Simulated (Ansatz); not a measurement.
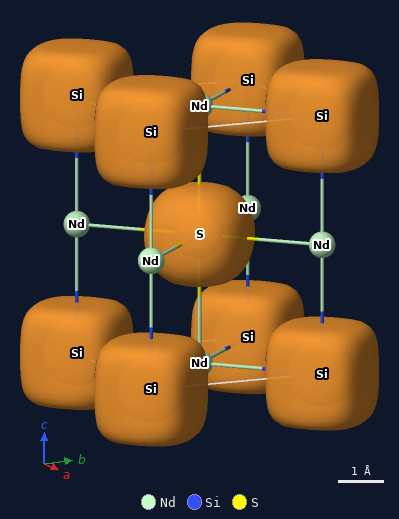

Figure. Nd$_{2}$SiS. Isosurface of the electron localisation function at 0.7 (orange), seen slightly off an axis. Only the valence region is drawn (cores and ρ < 0.01 e/Å³ removed). Sticks mark near contacts.

Space group P4/mmm; a structure generated by program, which may or may not match a known phase; computed without spin polarisation; no Hubbard U on the f states and no spin–orbit coupling.

Method: DFT PBE, scalar-relativistic, plane waves, PAW; 4f electrons in the core of a trivalent norm-conserving potential in Ansatz 0.2.0.

Input file:

```
crystal:
  lattice:
    - [4.1699552, 0.0, 0.0]
    - [0.0, 4.1699552, 0.0]
    - [0.0, 0.0, 5.8941729384]
  atoms:
    - { symbol: Nd, position: [0.0, 0.0, 0.5] }
    - { symbol: Nd, position: [0.5, 0.5, 0.0] }
    - { symbol: Si, position: [0.0, 0.0, 0.0] }
    - { symbol: S, position: [0.5, 0.5, 0.5] }
basis:
  ecutwfc: 660
kpoints:
  mp_grid: { grid: [12, 12, 8] }
hamiltonian:
  xc: pbe
  pseudopotentials:
    kind: paw
    azcp: { Nd: "pseudopotentials/pbe/nc/lanthanide_3plus/Nd.nc.azcp" }
scf:
  occupations: { method: gaussian, width: 0.1 }
  n_extra_bands: 10
output:
  forces: true
  stress: true
  eigenvalues: true
  populations: true
  dos: { projected: true, de: 0.02, nscf_kmesh: { grid: [15, 15, 10] } }
  bader: false
  write_density: true
  write_potential: true
  elf: true
  volumetric_format: npy
```

Command:

```sh
ansatz run input.yaml --threads 1 --pin off --max-ram 2560MiB --backend cpu --events-out ev --progress --plain --runs-dir out
```

Below, planes, directions and counts refer to the conventional cell (a = 4.17 Å, b = 4.17 Å, c = 5.89 Å, α = 90.00°, β = 90.00°, γ = 90.00°).

**Describe the localisation domains.**

The ELF exceeds this value in one region wrapped around S (its valence shell) and one region wrapped around Si (its valence shell), counted in one cell of 4 atoms. Any copies at cell faces, edges or corners count once.

Values along the shortest contacts:
Nd–Si (2.95 Å): the ELF peaks at about 0.80 in the valence shell of Si, 1.0 Å from its nucleus, and drops to about 0.25 between the two atoms. Nd–S (2.95 Å): the ELF peaks at about 0.85 in the valence shell of S, 0.8 Å from its nucleus, and drops to about 0.10 between the two atoms; no localised pair shows between them.
